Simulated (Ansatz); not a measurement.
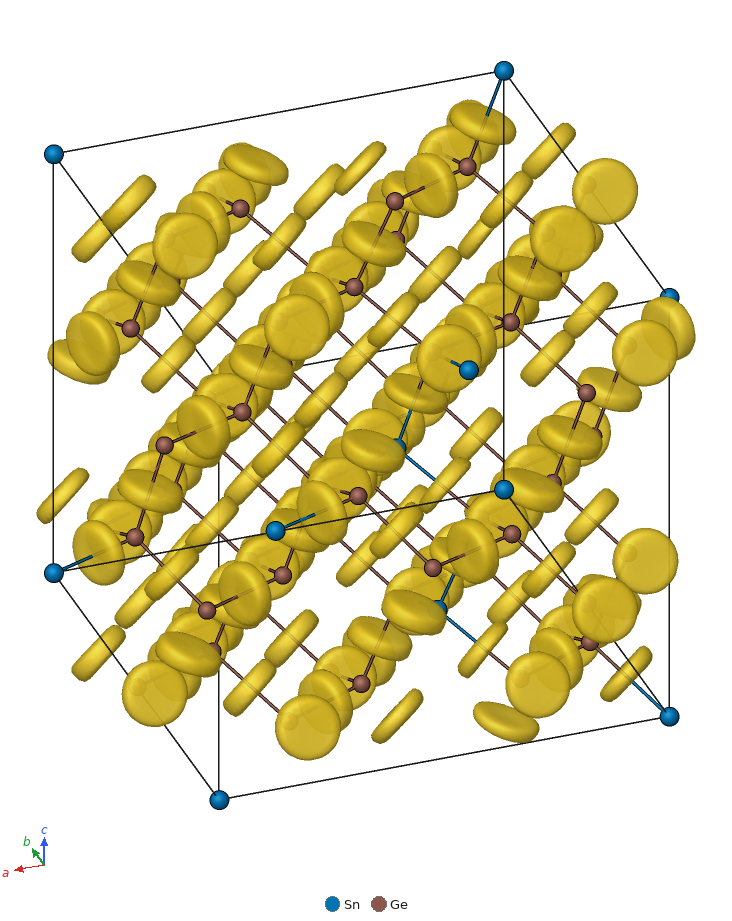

Figure 1: Sn3Ge29. Isosurface of the ELF at 0.6 (yellow), seen at an oblique angle. Core shells and regions of very low density are left out. Sticks mark near contacts.

Space group P1.

All numbers below come from Ansatz 0.2.0, DFT r2SCAN, scalar-relativistic, plane waves, PAW.

Core electrons are frozen (PAW), and the valence fields are smoothed inside the atomic spheres.

Q: Identify the bonds, lone pairs and shells in this picture.

A: The ELF exceeds this value in 105 regions between bonded Ge–Ge atoms (shared pairs), 22 regions between bonded Ge–Sn atoms (shared pairs) and one region between bonded Sn–Sn atoms (shared pairs), counted in one cell of 64 atoms. Any copies at cell faces, edges or corners count once. Profiles from the grid: Ge–Ge (2.43 Å): the ELF peaks at about 0.80 between the atoms, as expected for a covalent bond. Sn–Ge (2.58 Å): the ELF peaks at about 0.75 between the atoms.
